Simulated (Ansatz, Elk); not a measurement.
# LaTlSeO: X-ray structure factors from the self-consistent density

The structure of LaTlSeO used here is made up (a known structure type with other elements) and was relaxed beforehand with PBE. The aim is the Fourier transform of its all-electron density, F(hkl), set beside the sum over free spherical atoms that refinements use.

Calculated with Elk 11.2.3 (patched build); DFT, PBE, all-electron APW+lo, Dirac cores, scalar-relativistic bands, static density, no spin.

The structure was built from a prototype and need not be the compound's stable phase.

### Step 1. Set-up

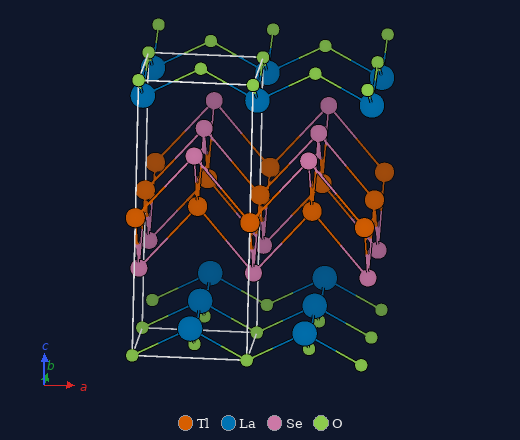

The cell as given, slightly off an axis (thallium orange, lanthanum blue, selenium pink, oxygen green). 2×2×1 cells are drawn. Some periodic images of atoms are drawn too.

Structure file:

```cif
data_structure
_symmetry_space_group_name_H-M 'P 1'
_symmetry_Int_Tables_number 1
_cell_length_a 4.2918
_cell_length_b 4.2918
_cell_length_c 10.5942
_cell_angle_alpha 90.000
_cell_angle_beta 90.000
_cell_angle_gamma 90.000
_cell_volume 195.14
loop_
_atom_site_label
_atom_site_type_symbol
_atom_site_fract_x
_atom_site_fract_y
_atom_site_fract_z
_atom_site_occupancy
Tl1 Tl 0.50000 0.50000 0.50000 1
Tl2 Tl 0.00000 0.00000 0.50000 1
La3 La 0.50000 0.00000 0.10640 1
La4 La 0.00000 0.50000 0.89360 1
Se5 Se 0.00000 0.50000 0.26678 1
Se6 Se 0.50000 0.00000 0.73322 1
O7 O 0.00000 0.00000 0.00000 1
O8 O 0.50000 0.50000 0.00000 1
```

### Step 2. Ground state and structure factors

An all-electron density is needed, since X-rays see the cores too. Task 0 finds the density and task 195 Fourier-transforms it; tshift is off so that phases refer to the origin typed.

Contents of elk.in:

```
tasks
  0
  195

xctype
  20

spinpol
  .false.

rgkmax
  7.0

gmaxvr
  14.0

lmaxo
  7

lmaxapw
  8

swidth
  0.002

tshift
  .false.

ramdisk
  .false.

hmaxvr
  5.5

maxscl
  120

epspot
  1e-06

sppath
  './'

avec
  8.11028714664 -0.00000000000 0.00000000000
  -0.00000000000 8.11028714664 0.00000000000
  0.00000000000 0.00000000000 20.02017929991

atoms
  4
  'Tl.in'
  2
  0.5000000000 0.5000000000 0.5000000000   0.000000 0.000000 0.000000
  0.0000000000 0.0000000000 0.5000000000   0.000000 0.000000 0.000000
  'La.in'
  2
  0.5000000000 0.0000000000 0.1064045544   0.000000 0.000000 0.000000
  -0.0000000000 0.5000000000 0.8935954456   0.000000 0.000000 0.000000
  'Se.in'
  2
  0.0000000000 0.5000000000 0.2667842455   0.000000 0.000000 0.000000
  0.5000000000 -0.0000000000 0.7332157545   0.000000 0.000000 0.000000
  'O.in'
  2
  -0.0000000000 0.0000000000 -0.0000000000   0.000000 0.000000 0.000000
  0.5000000000 0.5000000000 -0.0000000000   0.000000 0.000000 0.000000

ngridk
  5 5 2
```

Started as:

```bash
OMP_NUM_THREADS=4 elk
```

Numbers of over 12 decimals in the logs are rounded to 6 here.

Log:

```text
┌─────────────────────────┐
│ Elk code version 11.2.3 │
└─────────────────────────┘

All units are atomic (Hartree, Bohr, etc.)

┌─────────────────────────────────────────────────┐
│ Ground-state run starting from atomic densities │
└─────────────────────────────────────────────────┘

Lattice vectors :
   8.110287147      -0.000000000       0.000000000
  -0.000000000       8.110287147       0.000000000
   0.000000000       0.000000000       20.02017930

Reciprocal lattice vectors :
  0.7747179839       0.000000000      -0.000000000
   0.000000000      0.7747179839      -0.000000000
  -0.000000000      -0.000000000      0.3138426092

Unit cell volume      :    1316.862481
Brillouin zone volume :   0.1883645537

Muffin-tin inner radius fraction :   0.1000000000E-01

Nuclei treated as point charges

Species : 1 (Tl)
 parameters loaded from : Tl.in
 name : thallium
 nuclear charge    :   -81.00000000
 electronic charge :    81.00000000
 atomic mass :    372567.9643
 muffin-tin radius :    2.800000000
 number of radial points in muffin-tin :   1393
 inner part over the whole radius :   0.9893942913E-02
 number on inner part of muffin-tin    :   1000
 approximate nuclear radius :   0.1043008296E-03
 number of mesh points to nuclear radius :    525
 atomic positions (lattice), magnetic fields (Cartesian) :
  1 :   0.50000000  0.50000000  0.50000000    0.00000000  0.00000000  0.00000000
  2 :   0.00000000  0.00000000  0.50000000    0.00000000  0.00000000  0.00000000

Species : 2 (La)
 parameters loaded from : La.in
 name : lanthanum
 nuclear charge    :   -57.00000000
 electronic charge :    57.00000000
 atomic mass :    253209.2366
 muffin-tin radius :    2.757770347
 number of radial points in muffin-tin :   1393
 inner part over the whole radius :   0.9968057729E-02
 number on inner part of muffin-tin    :    996
 approximate nuclear radius :   0.9226798129E-04
 number of mesh points to nuclear radius :    505
 atomic positions (lattice), magnetic fields (Cartesian) :
  1 :   0.50000000  0.00000000  0.10640455    0.00000000  0.00000000  0.00000000
  2 :   0.00000000  0.50000000 -0.10640455    0.00000000  0.00000000  0.00000000

Species : 3 (Se)
 parameters loaded from : Se.in
 name : selenium
 nuclear charge    :   -34.00000000
 electronic charge :    34.00000000
 atomic mass :    143935.2749
 muffin-tin radius :    2.400000000
 number of radial points in muffin-tin :    993
 inner part over the whole radius :   0.9976188588E-02
 number on inner part of muffin-tin    :    703
 approximate nuclear radius :   0.7785908700E-04
 number of mesh points to nuclear radius :    342
 atomic positions (lattice), magnetic fields (Cartesian) :
  1 :   0.00000000  0.50000000  0.26678425    0.00000000  0.00000000  0.00000000
  2 :   0.50000000  0.00000000 -0.26678425    0.00000000  0.00000000  0.00000000

Species : 4 (O)
 parameters loaded from : O.in
 name : oxygen
 nuclear charge    :   -8.000000000
 electronic charge :    8.000000000
 atomic mass :    29165.12205
 muffin-tin radius :    1.772852366
 number of radial points in muffin-tin :    593
 inner part over the whole radius :   0.9759880236E-02
 number on inner part of muffin-tin    :    407
 approximate nuclear radius :   0.5115538663E-04
 number of mesh points to nuclear radius :    173
 atomic positions (lattice), magnetic fields (Cartesian) :
  1 :   0.00000000  0.00000000  0.00000000    0.00000000  0.00000000  0.00000000
  2 :   0.50000000  0.50000000  0.00000000    0.00000000  0.00000000  0.00000000

Total number of atoms per unit cell :    8
Total muffin-tin volume :    522.1054559
 ratio of muffin-tin to unit cell volume :   0.3964768253

Spin treatment :
 spin-unpolarised

Number of Bravais lattice symmetries :   16
Number of crystal symmetries         :   16
Crystal has no inversion symmetry
Complex Hermitian eigensolver will be used

k-point grid :      5     5     2
k-point offset :    0.000000000       0.000000000       0.000000000
[...]
total energy                :     -62585.885166297

Density of states at Fermi energy :    21.35345610
 (states/Hartree/unit cell)

Estimated indirect band gap :   0.2300649622E-01
 from k-point 2 to k-point 6
Estimated direct band gap   :   0.5227788148E-01
 at k-point 6

Charges :
 core                        :    256.0000000
 valence                     :    104.0000000
 interstitial                :    11.10487292
 muffin-tins (core leakage)
  species : 1 (Tl)
[...]
species : 2 (La)
[...]
species : 3 (Se)
[...]
species : 4 (O)
[...]
total in muffin-tins        :    348.8951271
 total calculated charge     :    359.9992406
 total charge                :    360.0000000
 error                       :   0.7594241698E-03

RMS change in Kohn-Sham potential (target) :   0.7718164821     (  0.1000000000E-05)
Absolute change in total energy (target)   :   0.8726537900     (  0.1000000000E-03)

[... loops 3 to 19 left out ...]

┌──────────────────┐
│ Loop number : 20 │
└──────────────────┘

Energies :
 Fermi                       :     0.202780
 sum of occupied eigenvalues :     -38430.182310629
 electron kinetic            :      70344.720635439
 core electron kinetic       :      69324.515105006
 Coulomb                     :     -131562.96035339
 Coulomb potential           :     -106990.42405459
 nuclear-nuclear             :     -4696.8111786112
 electron-nuclear            :     -146826.91774310
 Hartree                     :      19960.768568322
 Madelung                    :     -78067.748326094
 xc potential                :     -1784.4788914734
 exchange                    :     -1345.4580887483
 correlation                 :     -20.110679724320
 electron entropic           :    -0.23732621452761E-03
 total energy                :     -62583.808723751

Density of states at Fermi energy :    15.85666574
 (states/Hartree/unit cell)

Estimated indirect band gap :   0.5263976745E-02
 from k-point 7 to k-point 6
Estimated direct band gap   :   0.3596369369E-01
 at k-point 10

Charges :
 core                        :    256.0000000
 valence                     :    104.0000000
 interstitial                :    11.71684716
 muffin-tins (core leakage)
  species : 1 (Tl)
[...]
species : 2 (La)
[...]
species : 3 (Se)
[...]
species : 4 (O)
[...]
total in muffin-tins        :    348.2831528
 total calculated charge     :    359.9993485
 total charge                :    360.0000000
 error                       :   0.6514742610E-03

RMS change in Kohn-Sham potential (target) :   0.5455263923E-06 (  0.1000000000E-05)
Absolute change in total energy (target)   :   0.1050040009E-04 (  0.1000000000E-03)

Convergence targets achieved

┌──────────────────┐
│ Loop number : 21 │
└──────────────────┘

Energies :
 Fermi                       :     0.202780
 sum of occupied eigenvalues :     -38430.182319550
 electron kinetic            :      70344.720619443
 core electron kinetic       :      69324.515087483
 Coulomb                     :     -131562.96034311
 Coulomb potential           :     -106990.42401449
 nuclear-nuclear             :     -4696.8111786112
 electron-nuclear            :     -146826.91776381
 Hartree                     :      19960.768599313
 Madelung                    :     -78067.748335861
 xc potential                :     -1784.4789245025
 exchange                    :     -1345.4580884476
 correlation                 :     -20.110679738524
 electron entropic           :    -0.23732744782196E-03
 total energy                :     -62583.808729177

Density of states at Fermi energy :    15.85676202
 (states/Hartree/unit cell)

Estimated indirect band gap :   0.5263938699E-02
 from k-point 7 to k-point 6
Estimated direct band gap   :   0.3596362908E-01
 at k-point 10

Charges :
 core                        :    256.0000000
 valence                     :    104.0000000
 interstitial                :    11.71684751
 muffin-tins (core leakage)
  species : 1 (Tl)
[...]
species : 2 (La)
[...]
species : 3 (Se)
[...]
atom 2                    :    32.43607063     (  0.5778768618E-04)
  species : 4 (O)
   atom 1                    :    7.589039281     ( -0.2673812376E-06)
   atom 2                    :    7.589039281     ( -0.2673812376E-06)
 total in muffin-tins        :    348.2831525
 total calculated charge     :    359.9993485
 total charge                :    360.0000000
 error                       :   0.6514748170E-03

┌──────────────────────────────┐
│ Self-consistent loop stopped │
└──────────────────────────────┘

Warning : core states of species 2 leak from the muffin-tin :   0.2831987887E-03

Wrote STATE.OUT
```

The job ended after 68 s (4 threads of AMD EPYC 7B13 (Zen 3), shared host; peak memory 0.4 GiB; 2.8 min of CPU time).

SFACRHO.OUT:

```text

h k l indices transformed by vhmat matrix:
   1.000000000       0.000000000       0.000000000    
   0.000000000       1.000000000       0.000000000    
   0.000000000       0.000000000       1.000000000    

      h      k      l  multipl.   |H|            Re(F)            Im(F)           |F|

      0      0      0      1   0.0000000       360.00000      0.20077746E-15   360.00000    
      0      0     -1      2  0.31384261      -63.595557     -0.45582784E-13   63.595557    
      0      0     -2      2  0.62768522       131.46119      0.92633243E-14   131.46119    
      0      1      0      4  0.77471798     -0.13706354E-13  0.89951272E-13  0.90989535E-13
     -1      0      1      4  0.83587388      0.34836982E-13  -1.6218905       1.6218905    
      0     -1      1      4  0.83587388     -0.24557217E-13   1.6218905       1.6218905    
      0      0      3      2  0.94152783      -156.12747     -0.28221263E-16   156.12747    
     -1      0     -2      4  0.99708409      0.31981492E-13   107.07713       107.07713    
      0     -1     -2      4  0.99708409     -0.45687845E-13  -107.07713       107.07713    
      1      1      0      4   1.0956167       4.1162754     -0.24797733E-14   4.1162754    
      1     -1      1      8   1.1396811      -197.41955     -0.17955943E-13   197.41955    
     -1      0     -3      4   1.2192877      0.83380318E-13   136.86879       136.86879    
     -1      0      3      4   1.2192877      0.13934793E-12  -136.86879       136.86879    
      0      0     -4      2   1.2553704       119.60701      0.19661499E-12   119.60701    
      1      1     -2      8   1.2626815       183.73713     -0.20546514E-13   183.73713    
      1      1      3      8   1.4445936      -102.60832      0.21378245E-12   102.60832    
      1      0      4      4   1.4751755      0.63962983E-13  -18.200734       18.200734    
      0     -1      4      4   1.4751755     -0.54825414E-13   18.200734       18.200734
```

Elk indexes on the primitive cell of elk.in and gives |H| = 4π sin θ/λ in inverse bohr. Below, one row stands for each form hkl of the conventional cell (m members, Friedel mates merged), F is for one primitive cell and the density is static (no thermal factor). Free-atom factors are Waasmaier and Kirfel's, and R is Σm||F|−|F'||/Σm|F|.

| hkl | m | sin θ/λ (Å⁻¹) | abs F, DFT | neutral atoms | diff. | abs of complex diff. |
| --- | --- | --- | --- | --- | --- | --- |
| 001 | 2 | 0.047 | 63.596 | 64.097 | -0.501 | 0.501 |
| 002 | 2 | 0.094 | 131.461 | 131.244 | +0.217 | 0.217 |
| 100 | 4 | 0.117 | 0.000 | 0.000 | +0.000 | 0.000 |
| 101 | 8 | 0.126 | 1.622 | 1.942 | -0.320 | 0.320 |
| 003 | 2 | 0.142 | 156.127 | 156.921 | -0.794 | 0.794 |
| 102 | 8 | 0.150 | 107.077 | 106.637 | +0.440 | 0.440 |
| 110 | 4 | 0.165 | 4.116 | 3.806 | +0.311 | 0.311 |
| 111 | 8 | 0.171 | 197.419 | 198.109 | -0.690 | 0.690 |
| 103 | 8 | 0.183 | 136.869 | 136.582 | +0.287 | 0.287 |
| 004 | 2 | 0.189 | 119.607 | 119.129 | +0.478 | 0.478 |
| 112 | 8 | 0.190 | 183.737 | 183.214 | +0.523 | 0.523 |
| 113 | 8 | 0.217 | 102.608 | 103.363 | -0.755 | 0.755 |
| 104 | 8 | 0.222 | 18.201 | 18.133 | +0.067 | 0.067 |
| 200 | 4 | 0.233 | 280.103 | 279.966 | +0.137 | 0.137 |
| 005 | 2 | 0.236 | 231.173 | 231.590 | -0.417 | 0.417 |
| 201 | 8 | 0.238 | 59.086 | 59.724 | -0.638 | 0.638 |
| 114 | 8 | 0.251 | 169.077 | 168.578 | +0.499 | 0.499 |
| 202 | 8 | 0.251 | 109.939 | 109.605 | +0.334 | 0.334 |

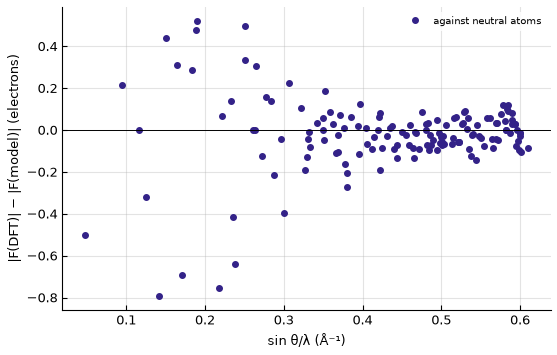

Difference between the calculated structure factors and the independent-atom ones.

### Step 3. The highest occupied states alone

An energy window below the Fermi level keeps the highest occupied states, to see at which angles they scatter; shallow core shells can lie inside it and anion s states outside. No new self-consistency is needed.

Edit elk.in of step 2 so:

```diff
@@ -1,3 +1,2 @@
 tasks
-  0
   195
@@ -40,2 +39,5 @@
 
+wsfac
+  -0.238210 0.502780
+
 sppath
```

Started as:

```bash
OMP_NUM_THREADS=4 elk
```

Log:

```text
┌─────────────────────────────────┐
│ Elk code version 11.2.3 started │
└─────────────────────────────────┘

Info(readinput): the functional depends on the density's gradient
 muffin-tin radial points multiplied by    2.00000
 (not where nrmtscf is given)

┌────────────────────┐
│ Current task : 195 │
└────────────────────┘
Info(checkmt): changed muffin-tin radius of species 2 (La) from   2.8000 to   2.7578
Info(checkmt): changed muffin-tin radius of species 4 (O) from   1.8000 to   1.7729

Info(sfacrho): density structure factors written to SFACRHO.OUT

 Energy window :  -0.2382100000      0.5027800000

┌──────────────────┐
│ Elk code stopped │
└──────────────────┘
```

It took 26 s on 4 threads; peak memory 0.27 GiB; 31 s of CPU time.

States within 12 eV below the Fermi level hold 51.20 electrons; any levels below the window count with the cores, and a count that is not whole means the window cuts a band. Their amplitudes can exceed the total, where window and core parts have opposite phase:

```
hkl  sin θ/λ (Å⁻¹)  abs F, window  abs F, all
001          0.047         13.024      63.596
002          0.094         19.276     131.461
100          0.117          0.000       0.000
101          0.126          6.277       1.622
003          0.142          6.783     156.127
102          0.150          1.905     107.077
110          0.165         14.724       4.116
111          0.171          6.416     197.419
103          0.183          3.607     136.869
004          0.189         19.099     119.607
```

### Step 4. Another functional

The difference from free atoms is small, so it is set against the change that PBEsol makes.

Edit elk.in of step 3 so:

```diff
@@ -1,2 +1,3 @@
 tasks
+  0
   195
@@ -4,3 +5,3 @@
 xctype
-  20
+  22
 
@@ -39,5 +40,2 @@
 
-wsfac
-  -0.238210 0.502780
-
 sppath
```

Started as:

```bash
OMP_NUM_THREADS=4 elk
```

Log:

```text
┌─────────────────────────┐
│ Elk code version 11.2.3 │
└─────────────────────────┘

All units are atomic (Hartree, Bohr, etc.)

┌─────────────────────────────────────────────────┐
│ Ground-state run starting from atomic densities │
└─────────────────────────────────────────────────┘

Lattice vectors :
   8.110287147      -0.000000000       0.000000000
  -0.000000000       8.110287147       0.000000000
   0.000000000       0.000000000       20.02017930

Reciprocal lattice vectors :
  0.7747179839       0.000000000      -0.000000000
[...]
species : 2 (La)
[...]
species : 3 (Se)
[...]
species : 4 (O)
   atom 1                    :    7.564484909     ( -0.2668235237E-06)
   atom 2                    :    7.564484909     ( -0.2668235237E-06)
 total in muffin-tins        :    348.1980610
 total calculated charge     :    359.9993328
 total charge                :    360.0000000
 error                       :   0.6672121793E-03

┌──────────────────────────────┐
│ Self-consistent loop stopped │
└──────────────────────────────┘

Warning : core states of species 2 leak from the muffin-tin :   0.2867488866E-03

Wrote STATE.OUT
[key lines of the parts left out:]
total energy                :     -62562.499891784
```

Wall time 71 s (4 threads); peak memory 0.39 GiB; 3 min of CPU time.

Against the first run R = 0.01 %; the largest change is -0.079 at 112.

### Step 5. A coarser k-mesh

About half the k-points along each axis test the sampling.

Edit elk.in of step 4 so:

```diff
@@ -5,3 +5,3 @@
 xctype
-  22
+  20
 
@@ -68,2 +68,2 @@
 ngridk
-  5 5 2
+  2 2 1
```

Started as:

```bash
OMP_NUM_THREADS=4 elk
```

Log:

```text
┌─────────────────────────┐
│ Elk code version 11.2.3 │
└─────────────────────────┘

All units are atomic (Hartree, Bohr, etc.)

┌─────────────────────────────────────────────────┐
│ Ground-state run starting from atomic densities │
└─────────────────────────────────────────────────┘

Lattice vectors :
   8.110287147      -0.000000000       0.000000000
  -0.000000000       8.110287147       0.000000000
   0.000000000       0.000000000       20.02017930

Reciprocal lattice vectors :
  0.7747179839       0.000000000      -0.000000000
[...]
species : 2 (La)
[...]
species : 3 (Se)
[...]
species : 4 (O)
   atom 1                    :    7.587381020     ( -0.2673821693E-06)
   atom 2                    :    7.587381020     ( -0.2673821693E-06)
 total in muffin-tins        :    348.3311438
 total calculated charge     :    359.9992238
 total charge                :    360.0000000
 error                       :   0.7761585755E-03

┌──────────────────────────────┐
│ Self-consistent loop stopped │
└──────────────────────────────┘

Warning : core states of species 2 leak from the muffin-tin :   0.2834105544E-03

Wrote STATE.OUT
[key lines of the parts left out:]
total energy                :     -62583.798015512
```

The job ended after 45 s (4 threads; peak memory 0.45 GiB).

Against the first run R = 0.01 %; the largest change is +0.071 at 004.

### Step 6. Settings against the effect

```csv
run,R against the first run (%),"R against neutral atoms, low angle (%)",wall time
"PBE, rgkmax 7",0.00,0.33,68 s
PBEsol,0.01,0.31,71 s
k-mesh 2×2×1,0.01,0.34,45 s
```

### Step 7. Summary of results

```json
{
  "R against neutral atoms, sin θ/λ < 0.3 Å⁻¹": "0.33 %",
  "R against neutral atoms, 0.3 to 0.61 Å⁻¹": "0.09 %"
}
```

What this shows: Independent neutral atoms miss the calculated amplitudes by R = 0.33 % below 0.3 Å⁻¹ and 0.09 % from there to 0.61 Å⁻¹; by shells, 0.58 % below 0.15 Å⁻¹ (5 forms), 0.31 % 0.15 to 0.3 (20 forms), 0.11 % 0.3 to 0.45 (40 forms), 0.08 % above 0.45 (77 forms). Bonding, aspherical density and the tables' own atoms all enter these figures, and the runs don't part them. The largest change of an amplitude is -0.79 electrons, at 003. Weak lines can change much in proportion: 101 goes from 1.94 to 1.62. The window's part falls from 51.2 electrons at the origin to at most 1.40 between 0.45 and 0.61 Å⁻¹, where compact states inside the window still scatter. The window holds more than the 36 outer electrons of the free atoms, so shallow core shells lie inside it. Below 0.3 Å⁻¹ the changes that finished (PBEsol and k-mesh 2×2×1) move F by R = 0.02 % at most, against the 0.33 % that separates it from free atoms. The basis has no finished test. Spin-orbit coupling is left out, which can matter for elements this heavy. Part of the difference isn't bonding: the tables are fits to free atoms and ions calculated by other methods than this functional. Thermal motion, anomalous dispersion and extinction are left out.

[Logs are printed without paths, hosts, clocks, repeated set-up lines and the standing remarks that a program may print on its own settings, such as how far it seeks lower states.]

[Hosts, paths, dates, database ids (printed as entryN), source tags and the programs' standing remarks are cut or masked in the printed files.]
